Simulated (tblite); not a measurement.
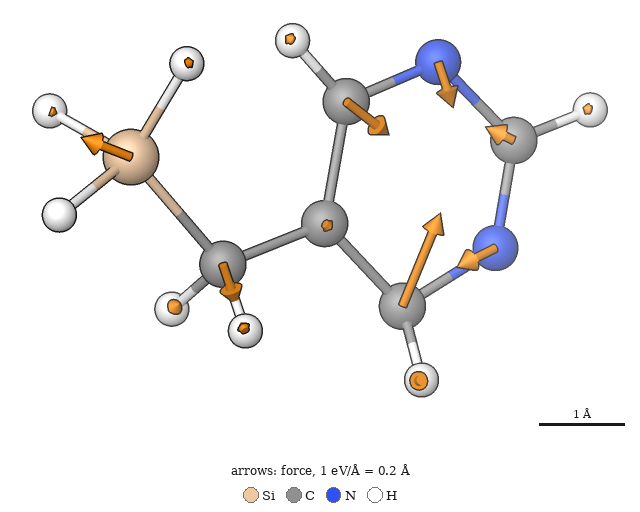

Starting geometry of C5H8N2Si (charge +1, multiplicity 2) with the computed forces as orange arrows. A ball-and-stick model, seen at a tilt.

Level of theory: GFN2-xTB geometry optimisation, gas phase in tblite 0.8.0. 

What follows when this structure is relaxed?

It isn't relaxed: the largest force vector, on a C atom, is 6.18 eV/Å. The final displacements have little in common with the starting forces (cosine between the two patterns 0.19). The atom that moves furthest after the best rigid fit is an H atom (1.52 Å). Largest moves by element: H 1.52 Å, C 0.89 Å, N 0.87 Å, Si 0.46 Å. Among the contacts that change: C–Si 1.835 → 1.996 Å, C–N 1.422 → 1.299 Å, C–N 1.430 → 1.316 Å, C–C 1.482 → 1.413 Å. Among the angles between lasting bonds that change: C–C–N 109.5° → 122.2°, C–Si–H 116.4° → 104.5°, C–C–C 123.0° → 111.5°. Groups turn about C–C by about 65°, C–Si by about 20°. The energy falls by 46.4 kcal/mol in 142 geometry steps. The run took 1.1 s on 1 thread of Arm Neoverse V1, on a shared host.
